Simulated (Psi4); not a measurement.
# InF (SMILES [F][In]) at CCSD(T)/def2-TZVPP (core potential)

Aim: the vertical singlet–triplet gap of InF at CCSD(T)/def2-TZVPP (core potential), from 2 runs. 

The results are computed with Psi4 1.11.

1 further run of the same task is left out (it didn't finish).

**1. The system as given**

InF has 2 atoms, charge 0, and is taken as a singlet. As SMILES, `[F][In]`. The shape is that of a PBE0-D4/def2-TZVP optimisation.

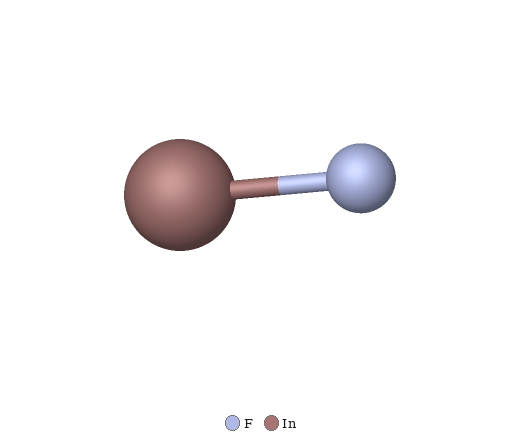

Viewed from a chosen angle; fluorine light blue, indium brown.

**2. The energy at CCSD(T)/def2-TZVPP (core potential)**

run.py

```python
import psi4

psi4.set_memory(2200000000)
psi4.set_num_threads(1)
psi4.core.set_output_file('fin.out', False)

mol = psi4.geometry("""
0 1
F      0.000000     0.000000     0.015910
In     0.000000     0.000000     2.009580
symmetry c1
no_reorient
no_com
""")

psi4.set_options({
    'basis': 'def2-TZVPP',
    'puream': True,
    'e_convergence': 1e-09,
    'd_convergence': 1e-08,
    'scf_type': 'pk',
    'num_frozen_docc': 5,
})

energy_value = psi4.energy('ccsd(t)', molecule=mol)
print('E =', round(energy_value, 9))
```

Command:

```
$ python run.py
```

fin.out:

```text
[...]
    !!!  WARNING: ECP capability is in beta. Please check occupations closely.  !!!
[...]
  Running in c1 symmetry.
[...]
  Nuclear repulsion =   50.166021867525714
[...]
  Multiplicity = 1
[...]
  Nalpha       = 15
  Nbeta        = 15
[...]
    Number of basis functions: 81
[...]
   @RHF iter   1:  -288.63891158381205   -1.41911e+00   6.99209e-03 ADIIS/DIIS
[...]
   @RHF iter  11:  -288.75594630273542   -1.09708e-11   4.45901e-09 DIIS
[...]
    Orbital Energies [Eh]
    ---------------------
    Doubly Occupied:
       1A    -26.178538     2A     -5.383310     3A     -3.639719
       4A     -3.639719     5A     -3.631765     6A     -1.451018
       7A     -1.027353     8A     -1.027353     9A     -1.020068
      10A     -1.020068    11A     -1.017723    12A     -0.577326
      13A     -0.537932    14A     -0.537932    15A     -0.351048
[...]
  @RHF Final Energy:  -288.75594630273542
   => Energetics <=
    Nuclear Repulsion Energy =             50.1660218675257141
    One-Electron Energy =                -575.7621926779479509
    Two-Electron Energy =                 236.8402245076867985
    Total Energy =                       -288.7559463027354241
[...]
 Multipole Moments:
 ------------------------------------------------------------------------------------
     Multipole            Electronic (a.u.)      Nuclear  (a.u.)        Total (a.u.)
 ------------------------------------------------------------------------------------
 L = 1.  Multiply by 2.5417464519 to convert [e a0] to [Debye]
 Dipole X            :         -0.0000001            0.0000000           -0.0000001
 Dipole Y            :         -0.0000000            0.0000000           -0.0000000
 Dipole Z            :        -78.7294648           80.0192623            1.2897975
 Magnitude           :                                                    1.2897975
[...]
      * MP2 total energy                      = -289.278886480507538
[...]
      * CCSD total energy                     = -289.270858801746442
[...]
      * CCSD(T) total energy                  = -289.286077378813275
```

Standard output:

```text
E = -289.286077379
```

It took 87 s on 1 thread of Intel Xeon at 2.50GHz (Skylake/Cascade Lake), shared host; peak memory 0.48 GiB.

**3. The triplet, same level**

input.json

```json
{
  "schema_name": "qcschema_input",
  "schema_version": 1,
  "molecule": {
    "schema_name": "qcschema_molecule",
    "schema_version": 2,
    "symbols": ["F", "In"],
    "geometry": [0.0, 0.0, 0.03006554, 0.0, 0.0, 3.79755583],
    "molecular_charge": 0,
    "molecular_multiplicity": 3,
    "fix_symmetry": "c1"
  },
  "driver": "energy",
  "model": {
    "method": "ccsd(t)",
    "basis": "def2-TZVPP"
  },
  "keywords": {
    "reference": "uhf",
    "puream": true,
    "e_convergence": 1e-09,
    "d_convergence": 1e-08,
    "scf_type": "pk",
    "num_frozen_docc": 5,
    "maxiter": 100
  }
}
```

Command:

```
$ psi4 --qcschema input.json -n 1 --memory 2200MB
```

stdout:

```text
[...]
    !!!  WARNING: ECP capability is in beta. Please check occupations closely.  !!!
[...]
  Running in c1 symmetry.
[...]
  Nuclear repulsion =   50.166021794843168
[...]
  Multiplicity = 3
[...]
  Nalpha       = 16
  Nbeta        = 14
[...]
    Number of basis functions: 81
[...]
   @UHF iter   1:  -288.54507400229670   -1.32352e+00   6.58495e-03 ADIIS/DIIS
[...]
   @UHF iter  14:  -288.65345801897865   -2.95586e-12   6.18492e-09 DIIS
[...]
   @S^2 Observed:                2.006295563E+00
[...]
    Orbital Energies [Eh]
    ---------------------
    Alpha Occupied:
       1A    -26.214216     2A     -5.429580     3A     -3.687881
       4A     -3.682303     5A     -3.679506     6A     -1.487245
       7A     -1.074367     8A     -1.072417     9A     -1.071042
      10A     -1.064372    11A     -1.063504    12A     -0.621679
      13A     -0.578272    14A     -0.567383    15A     -0.451969
      16A     -0.240255
    Alpha Virtual:
      17A     -0.009718    18A      0.050470    19A      0.116470
      20A      0.127418    21A      0.162733    22A      0.226583
      23A      0.227422    24A      0.248254    25A      0.269319
[...]
  @UHF Final Energy:  -288.65345801897865
   => Energetics <=
    Nuclear Repulsion Energy =             50.1660217948431679
    One-Electron Energy =                -574.5460898929646874
    Two-Electron Energy =                 235.7266100791429153
    Total Energy =                       -288.6534580189786539
  UHF NO Occupations:
  HONO-2 :   14  A 1.9983588
  HONO-1 :   15  A 1.0000000
[...]
 Multipole Moments:
 ------------------------------------------------------------------------------------
     Multipole            Electronic (a.u.)      Nuclear  (a.u.)        Total (a.u.)
 ------------------------------------------------------------------------------------
 L = 1.  Multiply by 2.5417464519 to convert [e a0] to [Debye]
 Dipole X            :         -0.0000001            0.0000000           -0.0000001
 Dipole Y            :         -0.0000001            0.0000000           -0.0000001
 Dipole Z            :         19.2993204          -17.8711737            1.4281467
 Magnitude           :                                                    1.4281467
[...]
      * MP2 total energy                      = -289.136352327093448
[...]
      * CCSD total energy                     = -289.132754353268751
[...]
      * CCSD(T) total energy                     = -289.146583239754932
[...]
```

The result, in JSON:

```text
{
 "driver": "energy",
 "model": {
  "method": "ccsd(t)",
  "basis": "def2-TZVPP"
 },
 "success": true,
 "return_result": -289.14658323975493,
 "properties": {
  "calcinfo_nbasis": 81,
  "calcinfo_nmo": 81,
  "calcinfo_nalpha": 16,
  "calcinfo_nbeta": 14,
  "calcinfo_natom": 2,
  "nuclear_repulsion_energy": 50.16602179484317,
  "return_energy": -289.14658323975493,
  "scf_one_electron_energy": -574.5460898929647,
  "scf_two_electron_energy": 235.72661007914292,
  "scf_dipole_moment": [-5.271522389691495e-08, -7.631897731539308e-08, 1.428146739677583],
  "scf_total_energy": -288.65345801897865,
  "scf_iterations": 14,
  "mp2_same_spin_correlation_energy": -0.15386354926466594,
  "mp2_opposite_spin_correlation_energy": -0.32903075885219685,
  "mp2_singles_energy": -4.531162240376682e-28,
  "mp2_doubles_energy": -0.4828943081168628,
  "mp2_correlation_energy": -0.4828943081168628,
  "mp2_total_energy": -289.13635232709345,
  "ccsd_same_spin_correlation_energy": -0.141324439953479,
  "ccsd_opposite_spin_correlation_energy": -0.33797189433865016,
  "ccsd_singles_energy": 1.3205315353723744e-17,
  "ccsd_doubles_energy": -0.47929633429212914,
  "ccsd_correlation_energy": -0.47929633429212914,
  "ccsd_total_energy": -289.13275435326875,
  "ccsd_iterations": 19,
  "ccsd_prt_pr_correlation_energy": -0.4931252207783164,
  "ccsd_prt_pr_total_energy": -289.14658323975493
 }
}
```

Wall time 3.6 min (1 thread of Intel Xeon at 2.50GHz (Skylake/Cascade Lake), shared host); peak memory 0.52 GiB.

**4. What came out**

Level: CCSD(T)/def2-TZVPP (core potential), 5 core orbitals frozen.

| quantity | value |
| --- | --- |
| singlet: total energy | -289.28608 Eh |
| singlet: HOMO energy (Hartree–Fock orbitals) | -9.55 eV |
| singlet: LUMO energy (Hartree–Fock orbitals) | 0.54 eV |
| singlet: HOMO–LUMO gap (Hartree–Fock orbitals) | 10.10 eV |
| singlet: correlation energy (5 core orbitals frozen) | -530.1 mEh |
| singlet: (T) correction | -15.22 mEh |
| singlet: T1 diagnostic | 0.018 |
| triplet: total energy | -289.14658 Eh |
| triplet: HOMO energy (Hartree–Fock orbitals) (highest over α and β) | -6.54 eV |
| triplet: LUMO energy (Hartree–Fock orbitals) (lowest over α and β) | -1.55 eV |
| triplet: correlation energy (5 core orbitals frozen) | -493.1 mEh |
| triplet: (T) correction | -13.83 mEh |
| triplet: ⟨S²⟩ of the reference determinant | 2.006 |
| triplet: T1 diagnostic | 0.032 |
| vertical energy of the triplet above the singlet | 3.796 eV |

What this shows: At this shape the triplet lies 3.80 eV (88 kcal/mol) above the singlet. The triples (singlet) make up 2.9 % of the correlation energy. The triples (triplet) make up 2.8 % of the correlation energy.
